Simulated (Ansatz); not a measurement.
# Cl₂H₂O₃W: what the fields show

Input file:

```
crystal:
  periodic: [false, false, false]
  atoms:
    - {symbol: Cl, position_ang: [-1.392956, 1.598467, -1.311293]}
    - {symbol: Cl, position_ang: [0.109588, 1.892136, 1.478809]}
    - {symbol: O, position_ang: [-1.570664, -0.674303, 1.028107]}
    - {symbol: O, position_ang: [1.340417, -0.517214, 0.633576]}
    - {symbol: O, position_ang: [-0.211658, -1.128906, -1.320549]}
    - {symbol: W, position_ang: [-0.385446, 0.066113, 0.098401]}
    - {symbol: H, position_ang: [1.784295, -0.106776, 1.386225]}
    - {symbol: H, position_ang: [0.418526, -1.186518, -2.049177]}
basis:
  gaussian: {orbitals: def2-SVPD}
hamiltonian: {xc: {name: PBE0}}
magnetization: {spin_polarized: false}
output: {forces: true, orbitals: {seedname: orbitals}}
```

Launched as:

```sh
ansatz run input.yaml --threads 2 --pin off --max-ram 5220MiB --events-out events.jsonl --progress --plain --runs-dir runs
```

Geometry: PBE0-D4/def2-SVP; core potentials replace the inner electrons of W.

Level of theory: isolated molecule in a Gaussian basis; Kohn-Sham density functional theory, functional PBE0 (Ansatz).

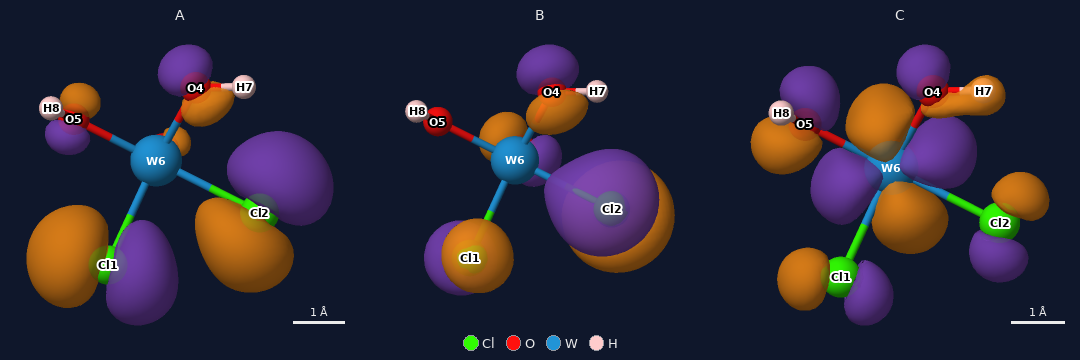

Figure 1. Three frontier orbitals at ±0.1 Å⁻³ᐟ² (orange and purple are the two phases), in no order.

### Which picture is the HOMO−1, the HOMO and the LUMO?

B is the HOMO−1 (−9.27 eV). By Hirshfeld shares it lies mainly on Cl2 (about 70 %), Cl1 (about 10 %) and O4 (about 10 %); largely a lone pair of Cl2. A is the HOMO (−8.89 eV). Its weight (Hirshfeld) is mainly on Cl2 (about 50 %) and Cl1 (about 40 %); largely a combination of lone pairs on Cl2 and Cl1. C is the LUMO (−4.07 eV). Its weight (Hirshfeld) is mainly on W6 (about 60 %), O5 (about 10 %), Cl1 (about 10 %) and Cl2 (about 5 %).

### What is the HOMO–LUMO gap?

4.82 eV between the orbital energies.

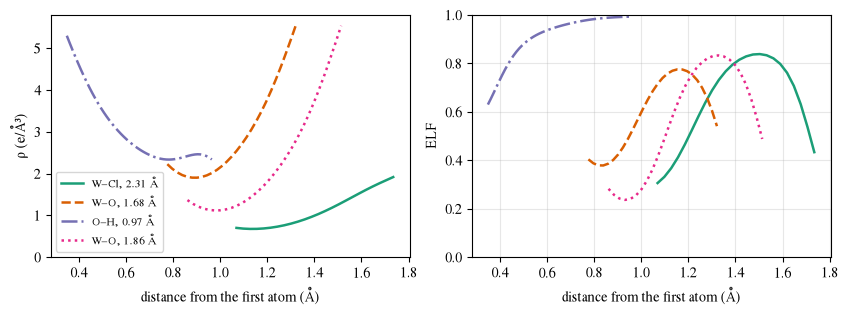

Figure 2. Electron density and electron localisation function along straight lines between neighbouring atoms. The curves leave out the atomic cores.

### Compare the contacts.

W–Cl (2.31 Å): the density is about 0.68 e/Å³ at the midpoint; the ELF peaks at about 0.85 in the valence shell of Cl, 0.8 Å from its nucleus, and is about 0.40 at the midpoint.
W–O (1.68 Å): ρ at the midpoint is about 2 e/Å³; the ELF peaks at about 0.80 in the valence shell of O, 0.5 Å from its nucleus, and drops to about 0.40 between the two atoms.
O–H (0.97 Å): the density is about 3.7 e/Å³ at the midpoint; the ELF climbs to about 1 towards the hydrogen, as it does in any bond to H; a covalent bond by its length.
W–O (1.86 Å): ρ at the midpoint is about 1.2 e/Å³; the ELF peaks at about 0.85 in the valence shell of O, 0.5 Å from its nucleus, and drops to about 0.25 between the two atoms.

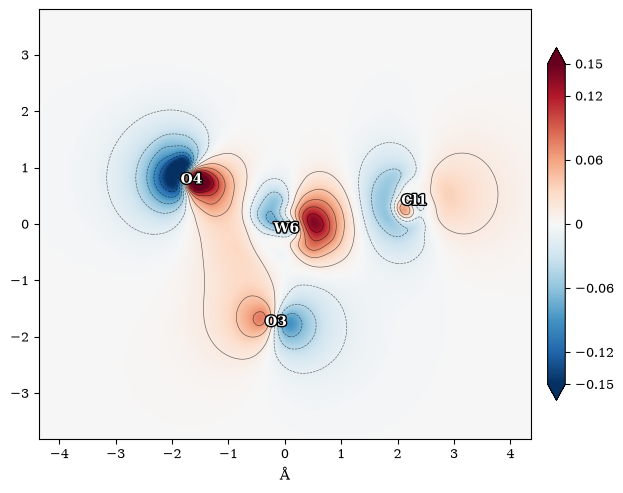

Figure 3. One frontier orbital on the plane of atoms Cl1, W6 and O4 (values in Å⁻³ᐟ²; the overall sign is arbitrary).

### Which orbital is it: HOMO or LUMO?

The LUMO, at −4.07 eV. Its weight (Hirshfeld) is mainly on W6 (about 60 %), O5 (about 10 %), Cl1 (about 10 %) and Cl2 (about 5 %).
